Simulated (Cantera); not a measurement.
A closed system holds: 1 mol CO2, 0.19 mol H2O, 22 mol N2, held at 2075 K.

Method: chemical equilibrium by Gibbs-energy minimisation in Cantera with the NASA 1993 tables (ideal gas, pure condensed phases). Candidate condensed phases: C, C6H6, C7H8, C8H18, H2O; 136 gas species. The ideal-gas law is rough above about 30 bar. The numbers say what is thermodynamically allowed, not how fast it happens.

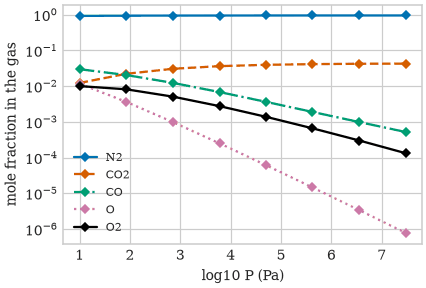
*Equilibrium gas composition (values under 1e-9 drawn at 1e-9)*

From 0.0750 Torr to 225000 Torr nothing is condensed. The main C-bearing gas is CO at 0.0750 Torr and CO2 at 225000 Torr.
